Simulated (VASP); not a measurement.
# Run report: GaHCNF, geometry relaxation (part 4 of 4)

The same run, continued: GaHCNF (5 atoms in the cell); Kohn-Sham DFT of a periodic cell, PBE, VASP PAW PBE potentials, recommended, no spin polarisation (VASP 6.6.1); cutoff 520 eV, 1×1×1 k-mesh, Gaussian smearing of 0.01 eV. The run did not end well. It belongs to a series of runs on one base structure; here: atoms moved at random by about 0.02 A.

Geometry of the input (Å; fractional positions):
```
12.0000  0.0000  0.0000
0.0000  13.0000  0.0000
0.0000  0.0000  12.0000
N  0.6241  0.3618  0.6035
C  0.5767  0.4224  0.5500
Ga 0.5007  0.5296  0.4649
F  0.3788  0.4848  0.4028
H  0.5370  0.6426  0.4515
```

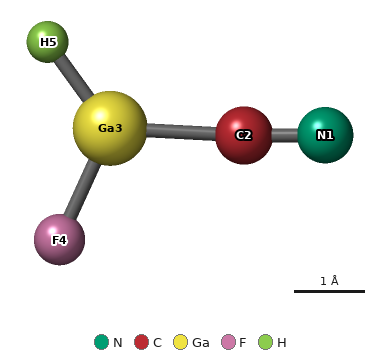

*The geometry at step 23 of the log (ball-and-stick view of the molecule without its box, seen on its broad side; atoms are numbered from 1 in the order of the input).*

**Trajectory as extended XYZ, continued**
```
5
Lattice="12.0000 0.0000 0.0000 0.0000 13.0000 0.0000 0.0000 0.0000 12.0000" Properties=species:S:1:pos:R:3:forces:R:3 step=6 energy=-26.74589
N     7.4864    4.7074    7.2378   -0.0459   0.0593  -0.0627
C     6.9140    5.4986    6.5946    0.0411  -0.0900   0.0706
Ga    6.0248    6.8819    5.5920   -0.0329   0.0783  -0.0258
F     4.5413    6.3006    4.8307    0.0619   0.0114   0.0269
H     6.4418    8.3478    5.4164   -0.0241  -0.0590  -0.0090
5
Lattice="12.0000 0.0000 0.0000 0.0000 13.0000 0.0000 0.0000 0.0000 12.0000" Properties=species:S:1:pos:R:3:forces:R:3 step=7 energy=-26.74542
N     7.4844    4.7100    7.2351    0.2092  -0.2956   0.2247
C     6.9135    5.4981    6.5951   -0.2076   0.2593  -0.2092
Ga    6.0253    6.8816    5.5935   -0.0006   0.0738  -0.0095
F     4.5444    6.3013    4.8320    0.0116  -0.0100   0.0029
H     6.4407    8.3454    5.4158   -0.0126  -0.0276  -0.0090
5
Lattice="12.0000 0.0000 0.0000 0.0000 13.0000 0.0000 0.0000 0.0000 12.0000" Properties=species:S:1:pos:R:3:forces:R:3 step=8 energy=-26.74605
N     7.4857    4.7083    7.2369    0.0369  -0.0559   0.0307
C     6.9138    5.4985    6.5948   -0.0396   0.0235  -0.0206
Ga    6.0249    6.8818    5.5925   -0.0225   0.0769  -0.0200
F     4.5423    6.3009    4.8311    0.0455   0.0039   0.0191
H     6.4414    8.3470    5.4162   -0.0202  -0.0483  -0.0092
5
Lattice="12.0000 0.0000 0.0000 0.0000 13.0000 0.0000 0.0000 0.0000 12.0000" Properties=species:S:1:pos:R:3:forces:R:3 step=9 energy=-26.74628
N     7.4856    4.7082    7.2365    0.0087  -0.0189   0.0003
C     6.9129    5.4987    6.5946   -0.0102  -0.0094   0.0107
Ga    6.0247    6.8832    5.5927    0.0019   0.0419   0.0019
F     4.5444    6.3012    4.8320    0.0065  -0.0096  -0.0004
H     6.4406    8.3451    5.4158   -0.0069  -0.0040  -0.0124
5
Lattice="12.0000 0.0000 0.0000 0.0000 13.0000 0.0000 0.0000 0.0000 12.0000" Properties=species:S:1:pos:R:3:forces:R:3 step=10 energy=-26.74629
N     7.4856    4.7082    7.2363   -0.0005  -0.0066  -0.0096
C     6.9126    5.4988    6.5945   -0.0011  -0.0197   0.0208
Ga    6.0246    6.8836    5.5928    0.0103   0.0286   0.0091
F     4.5451    6.3013    4.8323   -0.0062  -0.0136  -0.0069
H     6.4403    8.3445    5.4157   -0.0024   0.0113  -0.0135
5
Lattice="12.0000 0.0000 0.0000 0.0000 13.0000 0.0000 0.0000 0.0000 12.0000" Properties=species:S:1:pos:R:3:forces:R:3 step=11 energy=-26.74632
N     7.4856    4.7080    7.2360    0.0232  -0.0411   0.0172
C     6.9124    5.4984    6.5949   -0.0289   0.0233  -0.0114
Ga    6.0248    6.8844    5.5930    0.0027   0.0054   0.0108
F     4.5452    6.3011    4.8322    0.0025  -0.0093  -0.0023
H     6.4402    8.3445    5.4153    0.0006   0.0217  -0.0143
5
Lattice="12.0000 0.0000 0.0000 0.0000 13.0000 0.0000 0.0000 0.0000 12.0000" Properties=species:S:1:pos:R:3:forces:R:3 step=12 energy=-26.74632
N     7.4856    4.7080    7.2360    0.0268  -0.0458   0.0214
C     6.9124    5.4984    6.5950   -0.0330   0.0301  -0.0166
Ga    6.0248    6.8844    5.5930    0.0016   0.0015   0.0111
F     4.5452    6.3011    4.8322    0.0035  -0.0087  -0.0016
H     6.4402    8.3445    5.4153    0.0011   0.0229  -0.0143
5
Lattice="12.0000 0.0000 0.0000 0.0000 13.0000 0.0000 0.0000 0.0000 12.0000" Properties=species:S:1:pos:R:3:forces:R:3 step=13 energy=-26.74634
N     7.4857    4.7079    7.2360    0.0213  -0.0388   0.0157
C     6.9123    5.4983    6.5951   -0.0280   0.0245  -0.0115
Ga    6.0249    6.8847    5.5931   -0.0015  -0.0039   0.0103
F     4.5453    6.3010    4.8322    0.0064  -0.0072  -0.0002
H     6.4401    8.3446    5.4152    0.0018   0.0254  -0.0143
5
Lattice="12.0000 0.0000 0.0000 0.0000 13.0000 0.0000 0.0000 0.0000 12.0000" Properties=species:S:1:pos:R:3:forces:R:3 step=14 energy=-26.74636
N     7.4858    4.7074    7.2359    0.0039  -0.0154  -0.0032
C     6.9119    5.4982    6.5953   -0.0119   0.0068   0.0059
Ga    6.0250    6.8854    5.5934   -0.0109  -0.0226   0.0072
F     4.5454    6.3007    4.8322    0.0150  -0.0019   0.0045
H     6.4400    8.3447    5.4148    0.0040   0.0331  -0.0144
5
Lattice="12.0000 0.0000 0.0000 0.0000 13.0000 0.0000 0.0000 0.0000 12.0000" Properties=species:S:1:pos:R:3:forces:R:3 step=15 energy=-26.74636
N     7.4859    4.7072    7.2359   -0.0039  -0.0057  -0.0112
C     6.9118    5.4982    6.5954   -0.0046  -0.0015   0.0127
Ga    6.0251    6.8856    5.5935   -0.0143  -0.0271   0.0072
F     4.5455    6.3006    4.8321    0.0181  -0.0010   0.0059
H     6.4399    8.3448    5.4146    0.0047   0.0353  -0.0145
5
Lattice="12.0000 0.0000 0.0000 0.0000 13.0000 0.0000 0.0000 0.0000 12.0000" Properties=species:S:1:pos:R:3:forces:R:3 step=16 energy=-26.74638
N     7.4859    4.7071    7.2358   -0.0060  -0.0035  -0.0130
C     6.9117    5.4981    6.5955   -0.0027  -0.0035   0.0145
Ga    6.0251    6.8857    5.5936   -0.0120  -0.0237   0.0068
F     4.5456    6.3005    4.8322    0.0168  -0.0014   0.0055
H     6.4399    8.3450    5.4145    0.0039   0.0320  -0.0138
5
Lattice="12.0000 0.0000 0.0000 0.0000 13.0000 0.0000 0.0000 0.0000 12.0000" Properties=species:S:1:pos:R:3:forces:R:3 step=17 energy=-26.74642
N     7.4860    4.7067    7.2356   -0.0101   0.0016  -0.0172
C     6.9114    5.4980    6.5958    0.0018  -0.0076   0.0188
Ga    6.0250    6.8858    5.5938   -0.0065  -0.0158   0.0067
F     4.5459    6.3003    4.8322    0.0129  -0.0020   0.0038
H     6.4399    8.3455    5.4140    0.0019   0.0238  -0.0121
5
Lattice="12.0000 0.0000 0.0000 0.0000 13.0000 0.0000 0.0000 0.0000 12.0000" Properties=species:S:1:pos:R:3:forces:R:3 step=18 energy=-26.74647
N     7.4861    4.7060    7.2352   -0.0195   0.0144  -0.0260
C     6.9108    5.4979    6.5965    0.0122  -0.0169   0.0282
Ga    6.0249    6.8859    5.5944    0.0041  -0.0014   0.0056
F     4.5466    6.2999    4.8323    0.0052  -0.0035   0.0006
H     6.4398    8.3467    5.4131   -0.0020   0.0074  -0.0084
5
Lattice="12.0000 0.0000 0.0000 0.0000 13.0000 0.0000 0.0000 0.0000 12.0000" Properties=species:S:1:pos:R:3:forces:R:3 step=19 energy=-26.74648
N     7.4864    4.7045    7.2344   -0.0379   0.0372  -0.0441
C     6.9096    5.4975    6.5978    0.0312  -0.0341   0.0448
Ga    6.0246    6.8863    5.5955    0.0250   0.0298   0.0065
F     4.5479    6.2992    4.8325   -0.0082  -0.0077  -0.0056
H     6.4398    8.3489    5.4113   -0.0101  -0.0252  -0.0015
5
Lattice="12.0000 0.0000 0.0000 0.0000 13.0000 0.0000 0.0000 0.0000 12.0000" Properties=species:S:1:pos:R:3:forces:R:3 step=20 energy=-26.74649
N     7.4863    4.7051    7.2347   -0.0311   0.0289  -0.0380
C     6.9101    5.4976    6.5973    0.0242  -0.0277   0.0372
Ga    6.0247    6.8862    5.5950    0.0159   0.0186   0.0092
F     4.5474    6.2995    4.8325   -0.0020  -0.0070  -0.0035
H     6.4398    8.3480    5.4120   -0.0069  -0.0128  -0.0047
5
Lattice="12.0000 0.0000 0.0000 0.0000 13.0000 0.0000 0.0000 0.0000 12.0000" Properties=species:S:1:pos:R:3:forces:R:3 step=21 energy=-26.74651
N     7.4862    4.7050    7.2345   -0.0162   0.0079  -0.0208
C     6.9100    5.4975    6.5975    0.0080  -0.0044   0.0206
Ga    6.0247    6.8863    5.5952    0.0184   0.0172   0.0063
F     4.5475    6.2994    4.8325   -0.0029  -0.0057  -0.0029
H     6.4398    8.3483    5.4118   -0.0074  -0.0150  -0.0032
5
Lattice="12.0000 0.0000 0.0000 0.0000 13.0000 0.0000 0.0000 0.0000 12.0000" Properties=species:S:1:pos:R:3:forces:R:3 step=22 energy=-26.74651
N     7.4861    4.7049    7.2343   -0.0010  -0.0133  -0.0037
C     6.9099    5.4974    6.5978   -0.0081   0.0193   0.0023
Ga    6.0247    6.8864    5.5954    0.0201   0.0172   0.0065
F     4.5477    6.2993    4.8325   -0.0029  -0.0055  -0.0027
H     6.4397    8.3485    5.4116   -0.0080  -0.0177  -0.0024
5
Lattice="12.0000 0.0000 0.0000 0.0000 13.0000 0.0000 0.0000 0.0000 12.0000" Properties=species:S:1:pos:R:3:forces:R:3 step=23 energy=-26.74652
N     7.4861    4.7048    7.2342   -0.0006  -0.0134  -0.0030
C     6.9099    5.4974    6.5979   -0.0081   0.0200   0.0011
Ga    6.0248    6.8865    5.5954    0.0166   0.0145   0.0063
F     4.5477    6.2992    4.8325   -0.0006  -0.0045  -0.0017
H     6.4397    8.3486    5.4115   -0.0073  -0.0166  -0.0026
5
Lattice="12.0000 0.0000 0.0000 0.0000 13.0000 0.0000 0.0000 0.0000 12.0000" Properties=species:S:1:pos:R:3:forces:R:3 step=24 energy=-26.74654
N     7.4861    4.7046    7.2340   -0.0014  -0.0131  -0.0040
C     6.9097    5.4975    6.5982   -0.0075   0.0200   0.0020
Ga    6.0250    6.8867    5.5956    0.0090   0.0083   0.0036
F     4.5479    6.2990    4.8325    0.0062  -0.0026   0.0012
H     6.4396    8.3486    5.4112   -0.0063  -0.0126  -0.0028
5
Lattice="12.0000 0.0000 0.0000 0.0000 13.0000 0.0000 0.0000 0.0000 12.0000" Properties=species:S:1:pos:R:3:forces:R:3 step=25 energy=-26.74656
N     7.4859    4.7041    7.2336   -0.0028  -0.0109  -0.0039
C     6.9094    5.4977    6.5987   -0.0050   0.0190   0.0021
Ga    6.0254    6.8873    5.5961   -0.0060  -0.0049  -0.0022
F     4.5481    6.2987    4.8324    0.0177   0.0027   0.0075
H     6.4394    8.3486    5.4108   -0.0040  -0.0059  -0.0035
5
Lattice="12.0000 0.0000 0.0000 0.0000 13.0000 0.0000 0.0000 0.0000 12.0000" Properties=species:S:1:pos:R:3:forces:R:3 step=26 energy=-26.74654
N     7.4857    4.7032    7.2327   -0.0060  -0.0082  -0.0060
C     6.9088    5.4981    6.5997   -0.0003   0.0171   0.0038
Ga    6.0263    6.8883    5.5969   -0.0349  -0.0306  -0.0131
F     4.5485    6.2981    4.8324    0.0406   0.0132   0.0194
H     6.4389    8.3487    5.4099    0.0008   0.0084  -0.0041
5
Lattice="12.0000 0.0000 0.0000 0.0000 13.0000 0.0000 0.0000 0.0000 12.0000" Properties=species:S:1:pos:R:3:forces:R:3 step=27 energy=-26.74656
N     7.4858    4.7038    7.2332   -0.0046  -0.0097  -0.0051
C     6.9092    5.4978    6.5991   -0.0025   0.0176   0.0022
Ga    6.0258    6.8877    5.5964   -0.0168  -0.0139  -0.0055
F     4.5482    6.2985    4.8324    0.0261   0.0066   0.0120
H     6.4392    8.3487    5.4104   -0.0021  -0.0007  -0.0036
5
Lattice="12.0000 0.0000 0.0000 0.0000 13.0000 0.0000 0.0000 0.0000 12.0000" Properties=species:S:1:pos:R:3:forces:R:3 step=28 energy=-26.74658
N     7.4858    4.7035    7.2330   -0.0102  -0.0019  -0.0115
C     6.9090    5.4980    6.5993    0.0040   0.0089   0.0105
Ga    6.0258    6.8878    5.5965   -0.0164  -0.0149  -0.0070
F     4.5485    6.2984    4.8325    0.0238   0.0067   0.0111
H     6.4391    8.3487    5.4102   -0.0012   0.0013  -0.0031
5
Lattice="12.0000 0.0000 0.0000 0.0000 13.0000 0.0000 0.0000 0.0000 12.0000" Properties=species:S:1:pos:R:3:forces:R:3 step=29 energy=-26.74660
N     7.4855    4.7027    7.2324   -0.0291   0.0252  -0.0309
C     6.9086    5.4987    6.5999    0.0257  -0.0212   0.0321
Ga    6.0260    6.8881    5.5969   -0.0136  -0.0125  -0.0056
F     4.5494    6.2982    4.8327    0.0168   0.0035   0.0075
H     6.4388    8.3487    5.4096    0.0001   0.0049  -0.0031
5
Lattice="12.0000 0.0000 0.0000 0.0000 13.0000 0.0000 0.0000 0.0000 12.0000" Properties=species:S:1:pos:R:3:forces:R:3 step=30 energy=-26.74659
N     7.4850    4.7012    7.2311   -0.0671   0.0784  -0.0700
C     6.9077    5.4999    6.6013    0.0693  -0.0815   0.0761
Ga    6.0263    6.8888    5.5976   -0.0077  -0.0075  -0.0034
F     4.5511    6.2977    4.8332    0.0022  -0.0020   0.0002
H     6.4381    8.3488    5.4083    0.0032   0.0127  -0.0029
5
Lattice="12.0000 0.0000 0.0000 0.0000 13.0000 0.0000 0.0000 0.0000 12.0000" Properties=species:S:1:pos:R:3:forces:R:3 step=31 energy=-26.74661
N     7.4853    4.7022    7.2320   -0.0410   0.0410  -0.0435
C     6.9083    5.4991    6.6004    0.0392  -0.0406   0.0457
Ga    6.0261    6.8883    5.5971   -0.0108  -0.0092  -0.0033
F     4.5499    6.2980    4.8329    0.0114   0.0016   0.0046
H     6.4386    8.3487    5.4092    0.0011   0.0072  -0.0035
5
Lattice="12.0000 0.0000 0.0000 0.0000 13.0000 0.0000 0.0000 0.0000 12.0000" Properties=species:S:1:pos:R:3:forces:R:3 step=32 energy=-26.74661
N     7.4853    4.7022    7.2319   -0.0395   0.0399  -0.0412
C     6.9083    5.4991    6.6005    0.0382  -0.0387   0.0443
Ga    6.0261    6.8884    5.5972   -0.0107  -0.0106  -0.0044
F     4.5500    6.2980    4.8329    0.0107   0.0016   0.0045
H     6.4385    8.3488    5.4091    0.0013   0.0077  -0.0032
5
Lattice="12.0000 0.0000 0.0000 0.0000 13.0000 0.0000 0.0000 0.0000 12.0000" Properties=species:S:1:pos:R:3:forces:R:3 step=33 energy=-26.74663
N     7.4852    4.7020    7.2316   -0.0364   0.0354  -0.0374
C     6.9082    5.4993    6.6007    0.0352  -0.0342   0.0408
Ga    6.0261    6.8885    5.5973   -0.0085  -0.0106  -0.0037
F     4.5503    6.2979    4.8330    0.0078   0.0006   0.0032
H     6.4384    8.3488    5.4089    0.0019   0.0088  -0.0029
5
Lattice="12.0000 0.0000 0.0000 0.0000 13.0000 0.0000 0.0000 0.0000 12.0000" Properties=species:S:1:pos:R:3:forces:R:3 step=34 energy=-26.74665
N     7.4849    4.7016    7.2311   -0.0293   0.0254  -0.0297
C     6.9080    5.4996    6.6013    0.0283  -0.0249   0.0329
Ga    6.0262    6.8887    5.5975   -0.0042  -0.0095  -0.0008
F     4.5509    6.2978    4.8331    0.0023  -0.0016   0.0003
H     6.4382    8.3488    5.4085    0.0028   0.0106  -0.0026
5
Lattice="12.0000 0.0000 0.0000 0.0000 13.0000 0.0000 0.0000 0.0000 12.0000" Properties=species:S:1:pos:R:3:forces:R:3 step=35 energy=-26.74667
N     7.4844    4.7008    7.2301   -0.0142   0.0059  -0.0115
C     6.9077    5.5002    6.6023    0.0148  -0.0057   0.0150
Ga    6.0263    6.8890    5.5980    0.0044  -0.0080   0.0043
F     4.5520    6.2975    4.8335   -0.0094  -0.0065  -0.0055
H     6.4378    8.3489    5.4077    0.0044   0.0143  -0.0023
5
Lattice="12.0000 0.0000 0.0000 0.0000 13.0000 0.0000 0.0000 0.0000 12.0000" Properties=species:S:1:pos:R:3:forces:R:3 step=36 energy=-26.74665
N     7.4833    4.6992    7.2280    0.0136  -0.0314   0.0214
C     6.9070    5.5014    6.6045   -0.0108   0.0302  -0.0173
Ga    6.0266    6.8898    5.5989    0.0220  -0.0046   0.0144
F     4.5543    6.2969    4.8341   -0.0329  -0.0157  -0.0171
H     6.4370    8.3491    5.4060    0.0080   0.0216  -0.0014
5
Lattice="12.0000 0.0000 0.0000 0.0000 13.0000 0.0000 0.0000 0.0000 12.0000" Properties=species:S:1:pos:R:3:forces:R:3 step=37 energy=-26.74668
N     7.4841    4.7003    7.2295   -0.0068  -0.0046  -0.0025
C     6.9075    5.5005    6.6029    0.0076   0.0038   0.0055
Ga    6.0264    6.8892    5.5983    0.0099  -0.0060   0.0084
F     4.5526    6.2973    4.8336   -0.0162  -0.0092  -0.0090
H     6.4376    8.3490    5.4072    0.0054   0.0160  -0.0024
5
Lattice="12.0000 0.0000 0.0000 0.0000 13.0000 0.0000 0.0000 0.0000 12.0000" Properties=species:S:1:pos:R:3:forces:R:3 step=38 energy=-26.74668
N     7.4841    4.7003    7.2295   -0.0051  -0.0064  -0.0004
C     6.9075    5.5005    6.6030    0.0063   0.0054   0.0041
Ga    6.0264    6.8892    5.5983    0.0080  -0.0061   0.0062
F     4.5526    6.2973    4.8336   -0.0145  -0.0083  -0.0079
H     6.4376    8.3490    5.4072    0.0053   0.0154  -0.0021
5
Lattice="12.0000 0.0000 0.0000 0.0000 13.0000 0.0000 0.0000 0.0000 12.0000" Properties=species:S:1:pos:R:3:forces:R:3 step=39 energy=-26.74669
N     7.4839    4.7002    7.2293   -0.0009  -0.0113   0.0046
C     6.9075    5.5006    6.6032    0.0029   0.0096   0.0001
Ga    6.0265    6.8892    5.5984    0.0041  -0.0044   0.0026
F     4.5526    6.2972    4.8336   -0.0109  -0.0070  -0.0058
H     6.4376    8.3491    5.4071    0.0047   0.0131  -0.0015
```

**What the run reported**

| quantity | value |
| --- | --- |
| outcome | not converged |
| electrons treated | 30 |
| free energy | −26.7467 eV |
| Fermi energy | −8.237 eV |
| gap on the k-point mesh | 5.08 eV |
| final volume | 1872.00 Å³ |
| largest force (length of the vector) at the end | 0.014 eV/Å |
| hardware | 1 thread of Intel Xeon @ 2.90GHz (Ice Lake), 128 GiB of memory available, shared host |
| wall time | 37 min |
| peak memory | 1.5 GiB |

**What went wrong**

The run did not converge. Its last values are not results.
